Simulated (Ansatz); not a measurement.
CH₃BClNOS (SMILES NB(Cl)OC=S)

Input file:

```
crystal:
  periodic: [false, false, false]
  atoms:
    - { symbol: "N", position_ang: [0.3805, -2.057, -0.4007] }
    - { symbol: B, position_ang: [0.2084, -0.6784, 0.301] }
    - { symbol: Cl, position_ang: [0.5926, -0.5816, 2.088] }
    - { symbol: O, position_ang: [-0.1599, 0.5364, -0.4645] }
    - { symbol: C, position_ang: [-0.369, 1.7803, 0.097] }
    - { symbol: S, position_ang: [-0.8665, 3.0579, -0.8054] }
    - { symbol: H, position_ang: [-0.5775, -2.2212, -0.8205] }
    - { symbol: H, position_ang: [1.032, -1.8573, -1.2159] }
    - { symbol: H, position_ang: [-0.1521, 1.9746, 1.204] }
basis:
  gaussian: { orbitals: def2-SVP }
hamiltonian:
  xc: pbe
relax:
  f_tol: 0.015
  max_steps: 40
output:
  orbitals: {}
```

Launched as:

```sh
ansatz run input.yaml --threads 2 --pin off --max-ram 3072MiB --backend cpu --events-out ev --progress --plain --runs-dir out
```

The fields are those of the run's last geometry, not of the input's.

All numbers below come from RKS PBE/def2-SVP (Ansatz 0.2.0).

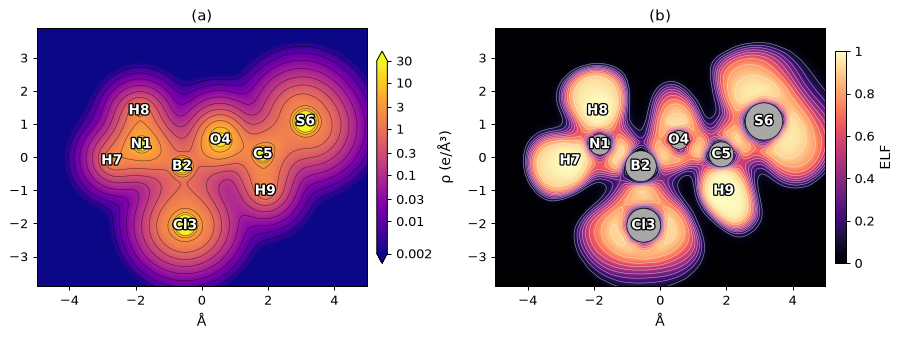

Figure 1. (a) total electron density; (b) ELF on the molecular plane. Grey discs cover the atomic cores in the ELF map.

Q: What does the map show?

A: Atoms in the plane: N, B, Cl, O, C, S and H. C–O (1.35 Å): ρ at the midpoint is about 2.3 e/Å³, with its minimum of 1.9 e/Å³ about 0.5 Å from C; the ELF peaks at about 0.90 between the atoms, as expected for a polar covalent bond. B–N (1.40 Å): ρ at the midpoint is about 1.9 e/Å³; the ELF peaks at about 0.90 between the atoms (a polar covalent bond). B–O (1.40 Å): ρ at the midpoint is about 1.9 e/Å³; the ELF peaks at about 0.90 between the atoms: a shared but strongly polarised pair. C–S (1.63 Å): ρ at the midpoint is about 1.6 e/Å³; the ELF peaks at about 0.90 between the atoms; a covalent bond. B–Cl (1.78 Å): the density is about 1.3 e/Å³ at the midpoint; the ELF peaks at about 0.90 between the atoms (a shared but strongly polarised pair). The ELF also peaks beside Cl3, S6 and O4, away from the bonds: lone-pair regions.

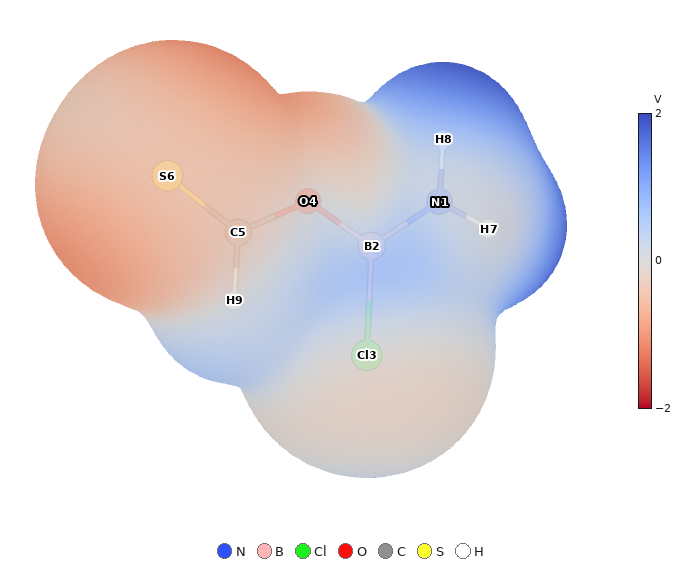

Figure 2. The molecular electrostatic potential painted on the density surface at 0.001 e/bohr³, seen at a tilt; red is negative and blue positive.

Q: Describe the electrostatic potential map.

A: The most negative region (about −1.1 V) lies over S6, the most positive (about +1.9 V) over H7.

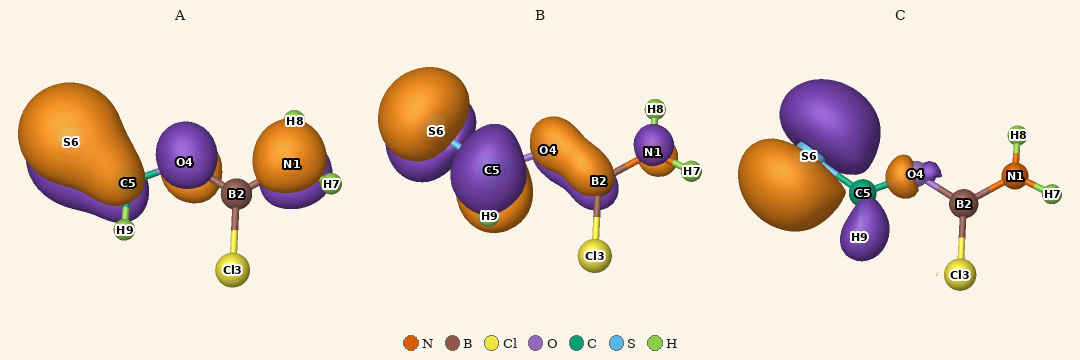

Figure 3. Three frontier orbitals at ±0.1 Å⁻³ᐟ² (orange and purple are the two phases), in no order.

Q: Which picture is the HOMO−1, the HOMO and the LUMO?

A: A is the HOMO−1 (−6.54 eV). By Hirshfeld shares it lies mainly on S6 (about 50 %), N1 (about 15 %), O4 (about 15 %) and C5 (about 15 %); it changes sign across the molecular plane (π type); π-antibonding (a node) across O4–C5. C is the HOMO (−5.20 eV). It lies mainly on S6 (about 85 %) and C5 (about 10 %); it is symmetric in the molecular plane (an in-plane orbital: σ, lone-pair or in-plane π type); largely a lone pair of S6. B is the LUMO (−2.55 eV). It lies mainly on S6 (about 40 %), C5 (about 40 %) and O4 (about 10 %); it changes sign across the molecular plane (π type); π-antibonding (a node) across C5–S6.

Q: What is the HOMO–LUMO gap?

A: 2.65 eV between the orbital energies.
